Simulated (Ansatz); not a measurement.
# BH8NO3Si: up Jacob's ladder to CCSD(T), part 2 of 2

Ansatz 0.2.0, Gaussian basis; functionals in def2-TZVPP, the program's frozen cores in correlated methods. The steps go on from the part before.

**17. ωB97M-V (range-separated)**

Contents of in.yaml:

```yaml
crystal:
  periodic: [false, false, false]
  atoms:
    - {symbol: O, position_ang: [-1.681442, 0.281479, -1.055402]}
    - {symbol: B, position_ang: [-0.941239, 0.235628, 0.155284]}
    - {symbol: O, position_ang: [-0.816094, -1.129013, 0.611933]}
    - {symbol: O, position_ang: [-1.223507, 1.222627, 1.161273]}
    - {symbol: N, position_ang: [0.681714, 0.620772, -0.239512]}
    - {symbol: Si, position_ang: [1.559814, -0.947516, -0.392034]}
    - {symbol: H, position_ang: [-1.993767, 1.169689, -1.231080]}
    - {symbol: H, position_ang: [-0.786462, -1.153382, 1.569286]}
    - {symbol: H, position_ang: [-2.148009, 1.200718, 1.413503]}
    - {symbol: H, position_ang: [0.710216, 1.168844, -1.093290]}
    - {symbol: H, position_ang: [1.052467, 1.204270, 0.505868]}
    - {symbol: H, position_ang: [1.838981, -1.493392, 0.950480]}
    - {symbol: H, position_ang: [2.875894, -0.576233, -0.993326]}
    - {symbol: H, position_ang: [0.858434, -1.833693, -1.334083]}
basis:
  gaussian: {orbitals: def2-TZVPP}
hamiltonian: {xc: {name: wB97M-V}}
output: {forces: true, orbitals: {seedname: orbitals}}
```

On the command line:

```sh
$ ansatz run in.yaml --threads 4 --pin off --events-out ev --progress --plain --max-ram 11315MiB
```

The log of the run (excerpt; [...] marks lines left out):

```text
Functional definition: wB97M-V
  name "wB97M-V"
  cite "Mardirossian & Head-Gordon, J. Chem. Phys. 144, 214110 (2016) doi:10.1063/1.4952647"
  cite "Becke, J. Chem. Phys. 107, 8554 (1997) doi:10.1063/1.475007"
  cite "Vydrov & Van Voorhis, J. Chem. Phys. 133, 244103 (2010) doi:10.1063/1.3521275"
  # Of w^i u^j: cxij and so on, Table III.
[...]
  gx(w, u) = 1 - cx + cx01*u + cx10*w
[...]
Atom 10 at     1.052467     1.204270     0.505868 Å, force    -0.018410    -0.009993    -0.030352 eV/Å
Atom 11 at     1.838981    -1.493392     0.950480 Å, force    -0.035932     0.067464    -0.157491 eV/Å
Atom 12 at     2.875894    -0.576233    -0.993326 Å, force    -0.149783    -0.043446     0.067536 eV/Å
Atom 13 at     0.858434    -1.833693    -1.334083 Å, force     0.086454     0.114953     0.116336 eV/Å
Dipole moment:     0.410226     0.453300     0.126585 e Å
```

Wall time 17 s (4 threads of Arm Neoverse V1, shared host); peak memory 1.3 GiB.

Atomisation energy: 5234.9 kJ/mol (free atoms -16266.399 eV, run apart). HOMO -10.32 eV, LUMO 1.42 eV.

**18. B2PLYP (double hybrid)**

Changes to in.yaml since step 17:

```diff
@@ -19,3 +19,2 @@
   gaussian: {orbitals: def2-TZVPP}
-hamiltonian: {xc: {name: wB97M-V}}
-output: {forces: true, orbitals: {seedname: orbitals}}
+hamiltonian: {xc: {name: B2PLYP}}
```

Same command.

The log of the run (excerpt; [...] marks lines left out):

```text
Functional definition: B2PLYP
  name "B2PLYP"
  cite "Grimme, J. Chem. Phys. 124, 034108 (2006) doi:10.1063/1.2148954"
  cite "Becke, Phys. Rev. A 38, 3098 (1988) doi:10.1103/PhysRevA.38.3098"
  cite "Lee, Yang & Parr, Phys. Rev. B 37, 785 (1988) doi:10.1103/PhysRevB.37.785"
[...]
1856 factors; integrals over basis functions are off by at most 1.3e-3 eV
[...]
mean field -16304.48133563 eV, -599.1786375100 hartree, gradient 7.2e-6 eV, S^2 0.000000; 0 other end points of the search recorded, 0 dependent functions left out
10 core orbitals not correlated: weight in the atoms' cores, before any rotation towards them, 1.000 or more for the frozen orbitals, at most 0.000 for the correlated occupied ones
reference -16304.48151984 eV, -599.1786442796 hartree; 19, 19 occupied and 280, 280 virtual orbitals, 1856 factors
second order -38.82158051 eV of doubles, -0.00000000 eV of singles
Total energy: -16314.96334658 eV, -599.5638443074 hartree
```

It took 9 s on 4 threads of Arm Neoverse V1, shared host; peak memory 1 GiB.

With the free atoms at this level, -16261.598 eV in sum, the atomisation energy is 5149.0 kJ/mol.

**19. PBE-QIDH (double hybrid)**

Changes to in.yaml since step 18:

```diff
@@ -19,2 +19,2 @@
   gaussian: {orbitals: def2-TZVPP}
-hamiltonian: {xc: {name: B2PLYP}}
+hamiltonian: {xc: {name: PBE-QIDH}}
```

Launched as before.

The log of the run (excerpt; [...] marks lines left out):

```text
Functional definition: PBE-QIDH
  name "PBE-QIDH"
  cite "Brémond, Sancho-García, Pérez-Jiménez & Adamo, J. Chem. Phys. 141, 031101 (2014) doi:10.1063/1.4890314"
  cite "Perdew, Burke & Ernzerhof, Phys. Rev. Lett. 77, 3865 (1996) doi:10.1103/PhysRevLett.77.3865"
[...]
1856 factors; integrals over basis functions are off by at most 1.3e-3 eV
[...]
mean field -16296.16037267 eV, -598.8728477613 hartree, gradient 3.2e-6 eV, S^2 0.000000; 0 other end points of the search recorded, 0 dependent functions left out
10 core orbitals not correlated: weight in the atoms' cores, before any rotation towards them, 1.000 or more for the frozen orbitals, at most 0.000 for the correlated occupied ones
reference -16296.16038721 eV, -598.8728482956 hartree; 19, 19 occupied and 280, 280 virtual orbitals, 1856 factors
second order -36.17068788 eV of doubles, -0.00000000 eV of singles
Total energy: -16308.21728317 eV, -599.3159310497 hartree
```

It took 9.5 s on 4 threads of Arm Neoverse V1, shared host; peak memory 1 GiB.

With the free atoms at this level, -16254.986 eV in sum, the atomisation energy is 5136.1 kJ/mol.

**20. Orbital energies across the functionals**

Dipoles come from the runs that computed forces. Levels, from each run's orbital file:

```csv
functional,HOMO (eV),LUMO (eV),gap (eV),dipole (D)
LDA (SPW92),-6.38,-1.16,5.22,
PBE-D4,-6.18,-0.95,5.23,2.88
revPBE-D4,-6.10,-0.84,5.26,
BLYP-D4,-6.10,-0.89,5.21,
r2SCAN-D4,-6.54,-0.46,6.08,2.96
B97M-V,-6.68,-0.83,5.85,
PBE0-D4,-7.85,-0.10,7.75,
B3LYP-D4,-7.60,-0.39,7.22,2.99
r2SCANh-D4,-7.17,-0.19,6.98,
r2SCAN0-D4,-8.13,0.20,8.33,
HSE06-D4,-7.44,-0.48,6.97,
BHLYP-D4,-9.50,0.62,10.12,
CAM-B3LYP-D4,-9.37,0.75,10.12,
LC-ωPBE,-10.70,2.02,12.72,
ωB97X-V,-10.37,1.81,12.18,
ωB97M-V,-10.32,1.42,11.75,3.00
```

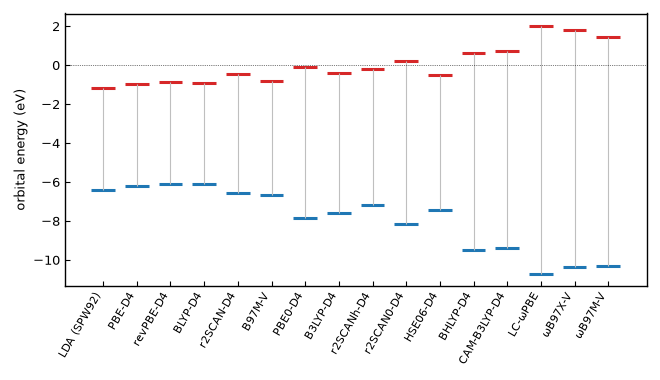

Highest occupied (blue) and lowest empty (red) level by functional.

**21. CCSD(T) in def2-SVP**

Changes to in.yaml since step 19:

```diff
@@ -18,3 +18,3 @@
 basis:
-  gaussian: {orbitals: def2-TZVPP}
-hamiltonian: {xc: {name: PBE-QIDH}}
+  gaussian: {orbitals: def2-SVP}
+correlation: {method: ccsd_t}
```

Same command.

The log of the run (excerpt; [...] marks lines left out):

```text
Functional definition: HF
  name "HF"
  cite "Fock, Z. Phys. 61, 126 (1930) doi:10.1007/BF01340294"
  parent pbe
[...]
1248 factors; integrals over basis functions are off by at most 1.4e-3 eV
[...]
mean field -16249.42658194 eV, -597.1554126294 hartree, gradient 7.7e-7 eV, S^2 0.000000; 0 other end points of the search recorded, 0 dependent functions left out
10 core orbitals not correlated: weight in the atoms' cores, before any rotation towards them, 1.000 or more for the frozen orbitals, at most 0.000 for the correlated occupied ones
reference -16249.42658194 eV, -597.1554126294 hartree; 19, 19 occupied and 99, 99 virtual orbitals, 1248 factors
second order -25.45261356 eV of doubles, -0.00000000 eV of singles
cycle   1  -26.08615724 eV  change   -6.3e-1 eV  update   1.0e-1
[...]
cycle   9  -26.81633636 eV  change   -2.4e-6 eV  update   1.8e-5
perturbative correction -0.61824774 eV, -0.0227201853 hartree
Total energy: -16276.86116604 eV, -598.1636149990 hartree
```

It took 16 s on 4 threads of Arm Neoverse V1, shared host; peak memory 0.83 GiB.

**22. CCSD(T) in def2-TZVPP**

Changes to in.yaml since step 21:

```diff
@@ -18,3 +18,4 @@
 basis:
-  gaussian: {orbitals: def2-SVP}
+  gaussian: {orbitals: def2-TZVPP}
 correlation: {method: ccsd_t}
+output: {orbitals: {seedname: orbitals}}
```

The command is unchanged.

The log of the run (excerpt; [...] marks lines left out):

```text
Functional definition: HF
  name "HF"
  cite "Fock, Z. Phys. 61, 126 (1930) doi:10.1007/BF01340294"
  parent pbe
[...]
1856 factors; integrals over basis functions are off by at most 1.3e-3 eV
[...]
mean field -16262.44517184 eV, -597.6338369839 hartree, gradient 2.0e-6 eV, S^2 0.000000; 0 other end points of the search recorded, 0 dependent functions left out
10 core orbitals not correlated: weight in the atoms' cores, before any rotation towards them, 1.000 or more for the frozen orbitals, at most 0.000 for the correlated occupied ones
reference -16262.44517184 eV, -597.6338369839 hartree; 19, 19 occupied and 280, 280 virtual orbitals, 1856 factors
second order -32.34758948 eV of doubles, -0.00000000 eV of singles
cycle   1  -32.49543808 eV  change   -1.5e-1 eV  update   1.1e-1
[...]
cycle   9  -33.35079213 eV  change   -1.2e-6 eV  update   2.5e-5
perturbative correction -1.19118861 eV, -0.0437753740 hartree
Total energy: -16296.98715258 eV, -598.9032313627 hartree
```

Run time: 21 min. Hardware: 4 threads of Arm Neoverse V1, shared host; peak memory 4.7 GiB.

**23. MP2 in def2-QZVPP**

Changes to in.yaml since step 22:

```diff
@@ -18,4 +18,3 @@
 basis:
-  gaussian: {orbitals: def2-TZVPP}
-correlation: {method: ccsd_t}
-output: {orbitals: {seedname: orbitals}}
+  gaussian: {orbitals: "def2-QZVPP.json"}
+correlation: {method: mp2}
```

Launched as before.

The log of the run (excerpt; [...] marks lines left out):

```text
Functional definition: HF
  name "HF"
  cite "Fock, Z. Phys. 61, 126 (1930) doi:10.1007/BF01340294"
  parent pbe
[...]
3593 factors; integrals over basis functions are off by at most 1.1e-3 eV
[...]
mean field -16263.08729494 eV, -597.6574345725 hartree, gradient 2.7e-6 eV, S^2 0.000000; 0 other end points of the search recorded, 0 dependent functions left out
10 core orbitals not correlated: weight in the atoms' cores, before any rotation towards them, 1.000 or more for the frozen orbitals, at most 0.000 for the correlated occupied ones
reference -16263.08729494 eV, -597.6574345725 hartree; 19, 19 occupied and 566, 566 virtual orbitals, 3593 factors
second order -34.83628001 eV of doubles, -0.00000000 eV of singles
Total energy: -16297.92357495 eV, -598.9376442500 hartree
```

Wall time 42 s (4 threads of Arm Neoverse V1, shared host); peak memory 5.2 GiB.

Energy pieces by basis (eV):

```csv
basis,HF,MP2 correlation,CCSD correlation,(T),total
def2-SVP,-16249.4266,-25.4526,-26.8163,-0.6182,-16276.8612
def2-TZVPP,-16262.4452,-32.3476,-33.3508,-1.1912,-16296.9872
def2-QZVPP,-16263.0873,-34.8363,,,-16297.9236 (MP2)
```

The report of the def2-TZVPP run gives T1 = 0.0113.

**24. From triple and quadruple zeta to the limit**

No new run: Hartree-Fock is extrapolated as exp(−7.88√X) and correlation as X^−2.97, with X = 3 and 4; only MP2 was run in the larger set, so CCSD(T) minus MP2 is added from the smaller one.

| level | energy at the limit (eV) |
| --- | --- |
| HF | -16263.1757 |
| MP2 | -16299.8555 |
| CCSD | -16300.8587 |
| CCSD(T) | -16302.0499 |

**25. RPA on PBE orbitals**

Changes to in.yaml since step 23:

```diff
@@ -18,3 +18,4 @@
 basis:
-  gaussian: {orbitals: "def2-QZVPP.json"}
-correlation: {method: mp2}
+  gaussian: {orbitals: def2-TZVPP}
+hamiltonian: {xc: pbe}
+correlation: {method: rpa}
```

The command is unchanged.

The log of the run (excerpt; [...] marks lines left out):

```text
Functional definition: PBE
  name "PBE"
  cite "Perdew, Burke & Ernzerhof, Phys. Rev. Lett. 77, 3865 (1996) doi:10.1103/PhysRevLett.77.3865"
  parent pbe
[...]
1856 factors; integrals over basis functions are off by at most 1.3e-3 eV
[...]
mean field -16310.18301378 eV, -599.3881703173 hartree, gradient 4.9e-6 eV, S^2 0.000000; 1 other end points of the search recorded, 0 dependent functions left out
10 core orbitals not correlated: weight in the atoms' cores, before any rotation towards them, 1.000 or more for the frozen orbitals, at most 0.000 for the correlated occupied ones
reference -16260.43375809 eV, -597.5599188921 hartree; 19, 19 occupied and 280, 280 virtual orbitals, 1856 factors
Total energy: -16311.91757310 eV, -599.4519141968 hartree
```

It took 11 s on 4 threads of Arm Neoverse V1, shared host; peak memory 1 GiB.

RPA correlation: -51.484 eV. No RPA run of the hydrogen atom was made, so RPA has no atomisation energy below.

**26. All levels against the reference**

Free atoms (3 O, 1 B, 1 N, 1 Si, 8 H) were run apart at each level; the atomisation energy is their sum less the molecule, without zero-point or spin-orbit terms.

Differences are taken before rounding.

```
            method             rung  atomisation energy (kJ/mol)  from CCSD(T)/CBS (kJ/mol)    time
       LDA (SPW92)              LDA                       5989.9                     +766.6   1.9 s
            PBE-D4              GGA                       5273.3                      +50.0   3.8 s
         revPBE-D4              GGA                       5135.3                      -87.9   3.2 s
           BLYP-D4              GGA                       5203.9                      -19.3   3.1 s
         r2SCAN-D4         meta-GGA                       5205.9                      -17.4     7 s
            B97M-V         meta-GGA                       5197.5                      -25.8    13 s
           PBE0-D4           hybrid                       5162.0                      -61.3   4.5 s
          B3LYP-D4           hybrid                       5199.0                      -24.3   7.5 s
        r2SCANh-D4           hybrid                       5165.9                      -57.3   7.5 s
        r2SCAN0-D4           hybrid                       5108.4                     -114.9   7.5 s
          HSE06-D4           hybrid                       5166.0                      -57.3   5.5 s
          BHLYP-D4           hybrid                       5028.7                     -194.5   4.9 s
      CAM-B3LYP-D4  range-separated                       5241.2                      +18.0   5.5 s
           LC-ωPBE  range-separated                       5169.6                      -53.6   3.9 s
           ωB97X-V  range-separated                       5216.8                       -6.5    13 s
           ωB97M-V  range-separated                       5234.9                      +11.6    17 s
            B2PLYP    double hybrid                       5149.0                      -74.3     9 s
          PBE-QIDH    double hybrid                       5136.1                      -87.2   9.5 s
     HF/def2-TZVPP     wavefunction                       3682.4                    -1540.8        
    MP2/def2-TZVPP     wavefunction                       5177.2                      -46.0        
   CCSD/def2-TZVPP     wavefunction                       4998.4                     -224.8        
  CCSD(T)/def2-SVP     wavefunction                       4887.1                     -336.2    16 s
CCSD(T)/def2-TZVPP     wavefunction                       5075.0                     -148.2  21 min
           MP2/CBS     wavefunction                       5325.5                     +102.2        
       CCSD(T)/CBS     wavefunction                       5223.3                          0  21 min
```

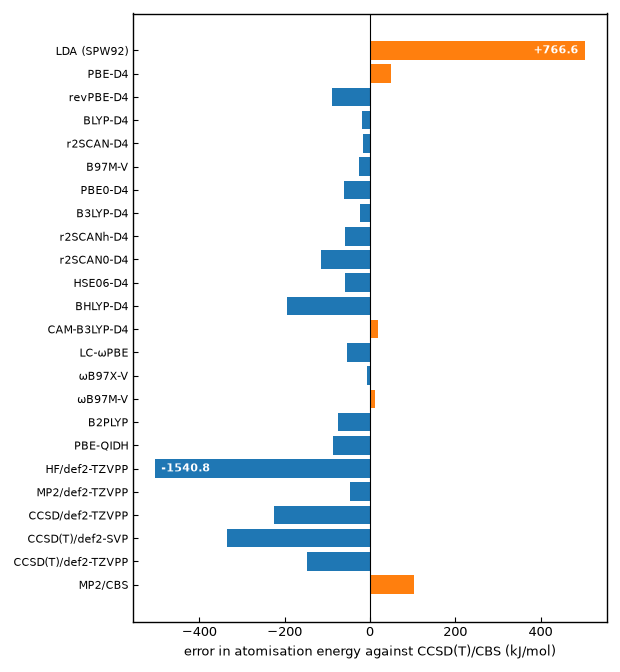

Deviations from CCSD(T)/CBS, method by method. Bars with a number in them are cut short.

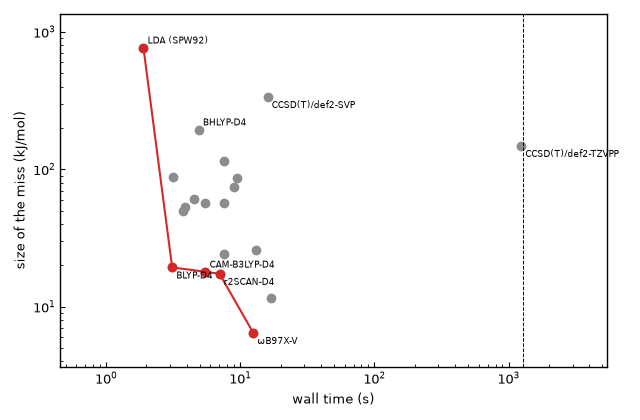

Miss against cost. Red marks the levels that no quicker level drawn beats (of those quicker than the yardstick), and the dashed line is the time of CCSD(T)/CBS. Only those levels and the largest misses are named. Times are from a shared host.

LDA (SPW92), LC-ωPBE, B2PLYP, PBE-QIDH carry no dispersion term (for B3LYP, D4 adds 47.8 kJ/mol).

Times are those of the molecule's run; HF, MP2 and CCSD come out of the CCSD(T) runs, and the limit's time is the sum of the runs that it needs.

**27. Results**

This closing draws on all 2 parts.

| quantity | value |
| --- | --- |
| atomisation energy, CCSD(T)/CBS | 5223.3 kJ/mol |
| functionals within 26.1 kJ/mol (0.5 %) | BLYP-D4, r2SCAN-D4, B97M-V, B3LYP-D4, CAM-B3LYP-D4, ωB97X-V, ωB97M-V |
| farthest beyond LDA | BHLYP-D4 (-194.5 kJ/mol) |
| mean size of error, GGA | 52.4 kJ/mol |
| mean size of error, meta-GGA | 21.6 kJ/mol |
| mean size of error, hybrid | 84.9 kJ/mol |
| mean size of error, range-separated | 22.4 kJ/mol |
| mean size of error, double hybrid | 80.7 kJ/mol |
| gap, smallest and largest | 5.21 eV (BLYP-D4), 12.72 eV (LC-ωPBE) |
| T1 diagnostic | 0.0113 |
| triples share of the correlation energy | 3.4 % |

LDA overbinds by 766.6 kJ/mol (15 %). PBE-D4 misses by +50.0 kJ/mol. Double hybrids carry the basis error of their MP2 part in triple zeta, and no dispersion term here, so their miss is partly the set-up's. The rungs meta-GGA, range-separated miss on average by less than the doubt on the reference (26.1 kJ/mol), so they tie. Misses under about 26.1 kJ/mol are within the doubt on the reference itself, which lacks core-valence correlation, relativity and higher excitations. Hartree-Fock recovers 71 % of the binding; the rest is correlation. CCSD(T) in def2-SVP is off by -336.2 kJ/mol, more than most functionals: a good method in a small basis is no reference. Orbital gaps span 5.2 to 12.7 eV; exact exchange widens them.

For cost: ωB97X-V gets within 6.5 kJ/mol in 13 s, where CCSD(T)/CBS took 21 min; the quickest level in the cost chart, LDA (SPW92), takes 1.9 s and misses by 766.6 kJ/mol.
